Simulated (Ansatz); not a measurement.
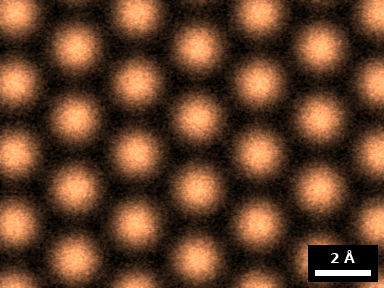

iDPC-like image of a crystal. Simulated as the projected potential of neutral atoms (B = 0.5 Å²) blurred by a 1.29 Å probe, the thin-sample limit of integrated differential phase contrast. Shot noise and a slight drift were added.

Give the net of the columns and its spacings.

The pattern repeats on a hexagonal net with a repeat of 2.6 Å.

What is the plane group of the image?

p6mm: sixfold points with mirror lines through them.

How many columns does the smallest repeating cell hold, and how many levels of brightness?

1 column in the primitive cell of 5.7 Å², all of one brightness.

The crystal is Mo (Im-3m, No. 229) seen along [111]. Structure used: the input geometry of a calculation.
